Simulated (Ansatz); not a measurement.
**F7HNiP2 (trans-NiH(PF3)2F) (triplet): density, localisation and related maps**

```yaml
atoms:
  - { symbol: Ni, position_ang: [0.1996, -0.0416, -0.0561] }
  - { symbol: H, position_ang: [1.1390, -0.2163, 1.1543] }
  - { symbol: P, position_ang: [0.0741, 2.1664, -0.1805] }
  - { symbol: F, position_ang: [-0.9595, 2.8687, -1.1799] }
  - { symbol: F, position_ang: [1.3254, 3.1593, -0.3923] }
  - { symbol: F, position_ang: [-0.4522, 2.7593, 1.2017] }
  - { symbol: F, position_ang: [-1.5781, 0.4184, 0.1588] }
  - { symbol: P, position_ang: [0.0752, -2.2024, -0.2285] }
  - { symbol: F, position_ang: [-0.5832, -2.8350, 1.0812] }
  - { symbol: F, position_ang: [1.4670, -2.9943, -0.2336] }
  - { symbol: F, position_ang: [-0.7073, -3.0826, -1.3252] }
```

Geometry: PBE-D4/def2-SVP.

The calculation used UKS PBE0-D4/def2-TZVP (Ansatz).

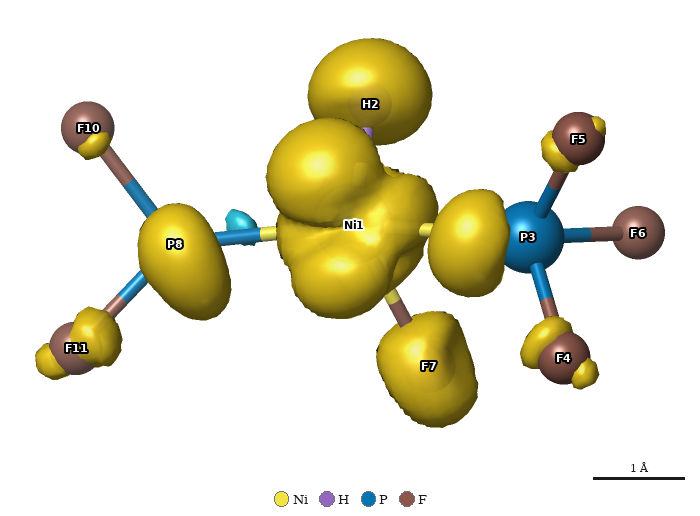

Figure 1. Isosurfaces of the spin density at +0.04 (yellow) and −0.04 e/Å³ (cyan), seen at a tilt.

Which atoms carry the spin?

Answer. The unpaired spin (2 electrons) lies mostly on Ni1 (about 1.4), H2 (about 0.2), F7 (about 0.1), P8 (about 0.1) and P3 (about 0.1), in electrons by Hirshfeld's partition.

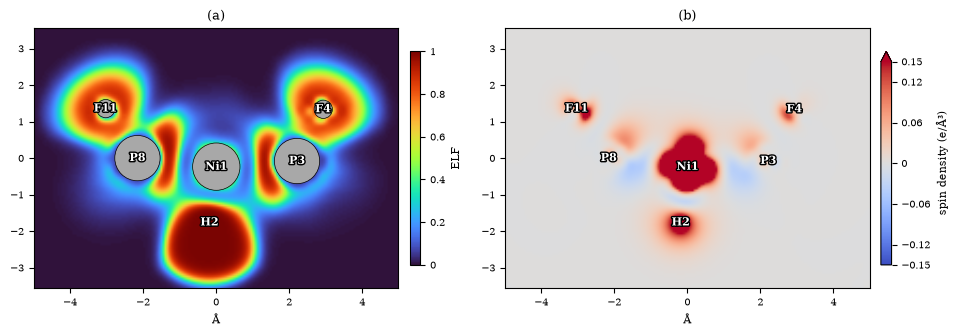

Figure 2. (a) ELF; (b) spin density (α minus β) on the plane of atoms H2, Ni1 and P3. Grey discs cover the atomic cores in the ELF map.

Interpret the plot.

Answer. The plane passes through Ni, H, P and F nuclei. P–F (1.60 Å): the ELF peaks at about 0.80 between the atoms: a shared but strongly polarised pair. Ni–P (2.17 Å): the ELF peaks at about 0.90 between the atoms. Ni–H (1.54 Å): the ELF climbs to about 1 towards the hydrogen. Ni–P (2.22 Å): the ELF peaks at about 0.95 between the atoms. The ELF also peaks beside F11 and F4, away from the bonds: non-bonding electrons, paired or unpaired.

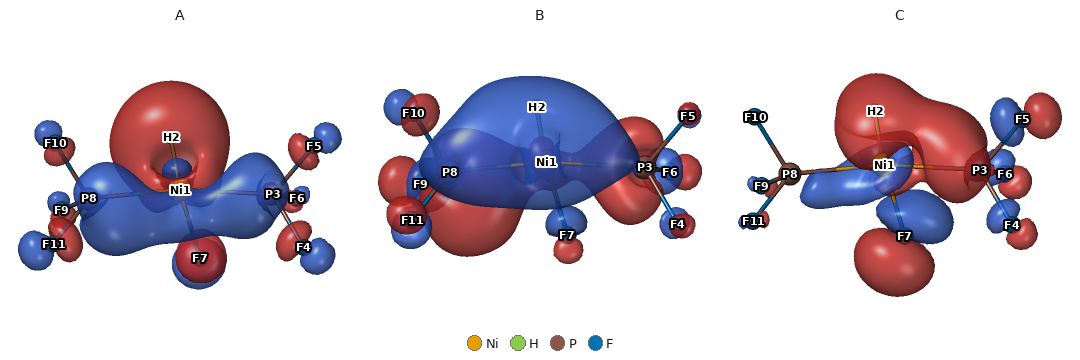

Figure 3. Three frontier orbitals at ±0.08 Å⁻³ᐟ² (red and blue are the two phases), in no order.

Which picture is the HOMO−1, the HOMO and the LUMO? All are α orbitals.

Answer. C is the HOMO−1 (α) (−9.24 eV). Its weight (Hirshfeld) is mainly on F7 (about 45 %), Ni1 (about 25 %), P3 (about 15 %) and H2 (about 5 %). A is the HOMO (α) (−7.30 eV). Its weight (Hirshfeld) is mainly on H2 (about 30 %), Ni1 (about 25 %), P8 (about 15 %), P3 (about 10 %) and F7 (about 5 %). B is the LUMO (α) (−2.07 eV). Its weight (Hirshfeld) is mainly on P8 (about 45 %), Ni1 (about 15 %), P3 (about 15 %) and F9 (about 10 %).

What is the gap between the highest occupied and lowest empty α orbitals?

Answer. 5.23 eV between the orbital energies.
